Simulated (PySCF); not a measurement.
| atom | x (Å) | y (Å) | z (Å) |
| --- | --- | --- | --- |
| C | -2.7164 | -0.7204 | -0.6815 |
| B | -1.7111 | 0.0776 | 0.2313 |
| C | -1.6389 | 1.6427 | 0.0727 |
| Si | -0.5514 | -0.8682 | 1.5067 |
| C | 0.8761 | -1.7369 | 0.5468 |
| Si | 1.7200 | -0.6948 | -0.7857 |
| C | 2.3912 | 0.8915 | 0.0675 |
| C | 2.8045 | 1.8433 | -0.9075 |
| N | 3.1158 | 2.5916 | -1.7166 |
| H | -2.3881 | -1.7285 | -0.9298 |
| H | -3.6502 | -0.8380 | -0.1264 |
| H | -2.9770 | -0.2109 | -1.6080 |
| H | -0.8245 | 1.8723 | -0.6193 |
| H | -2.5333 | 2.0909 | -0.3579 |
| H | -1.4057 | 2.1728 | 0.9950 |
| H | 0.1150 | -0.0207 | 2.5224 |
| H | -1.1860 | -1.9326 | 2.3118 |
| H | 1.6147 | -2.0943 | 1.2631 |
| H | 0.4706 | -2.6267 | 0.0677 |
| H | 0.7574 | -0.2908 | -1.8188 |
| H | 2.8520 | -1.3818 | -1.4208 |
| H | 3.2416 | 0.6469 | 0.7048 |
| H | 1.6191 | 1.3419 | 0.6925 |

Geometry: GFN2-xTB.

The calculation used PySCF, PBE0/pcSseg-1, SCF density, gas phase, non-relativistic.

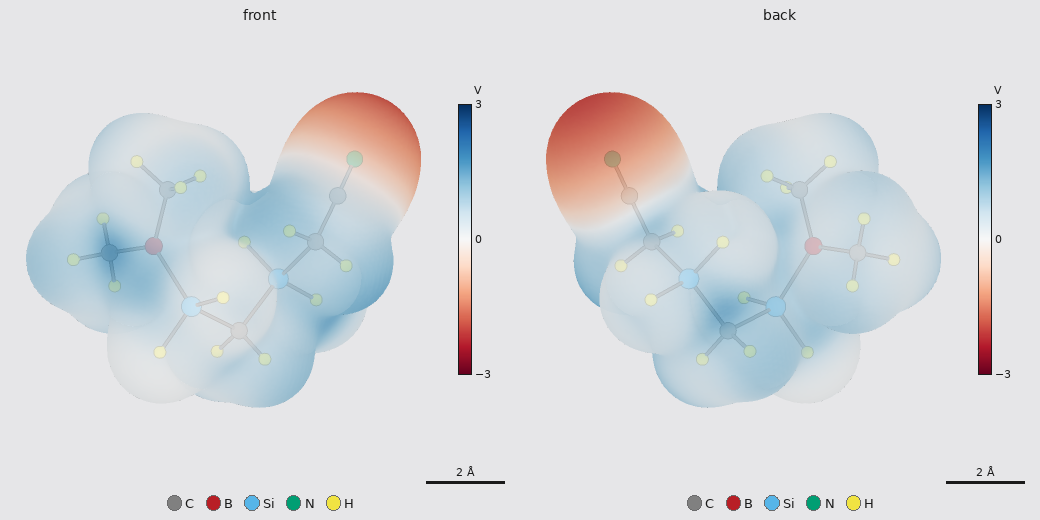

C5H14BNSi2 (SMILES CB(C)[SiH2]C[SiH2]CC#N). The molecular electrostatic potential painted on the density surface at 0.002 e/bohr³, seen from the front and from behind; red is negative and blue positive.

**Describe the electrostatic potential map.**

The most negative region (about −2.0 V) lies over N9, the most positive (about +1.5 V) over B2 and Si6. N9 is the likeliest acceptor of a hydrogen bond.
